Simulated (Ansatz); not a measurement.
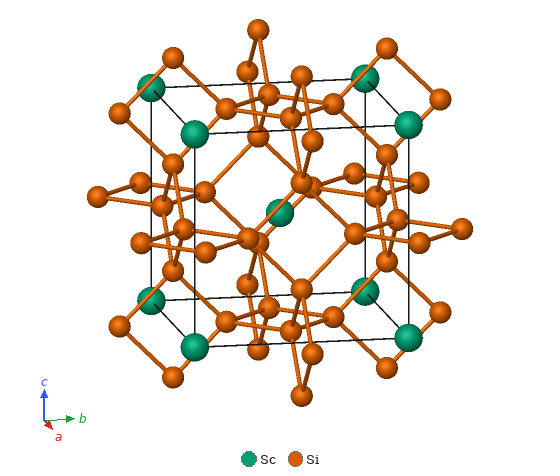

System ScSi₆ (space group Im-3m, No. 229); source of the atomic positions: the end point of a relaxation with DFT PBE, scalar-relativistic, plane waves, PAW (Ansatz 0.2.0); the starting structure was generated, so it need not be a known form of this composition.

Bonds are taken as Si–Si below 2.6 Å; Sc is left out of the net, as the electropositive filling of the structure. Simplification: prune 0- and 1-connected atoms, fold 2-connected ones into links.

Question: What kind of net remains, and which atoms are its nodes?

Answer: A uninodal 4-connected, three-periodic net: Si is a 4-connected node.

Question: Name the underlying net.

Answer: It is the sod net, known from the sodalite framework.

Question: Is the net interpenetrated?

Answer: It is a single net, without interpenetration.

Question: Give the first five terms of the coordination sequence (nodes one, two, three … edges away).

Answer: Si: 4, 10, 20, 34, 52.

Question: Give the point symbol of each node (shortest cycle at each angle).

Answer: Si: 4²·6⁴.
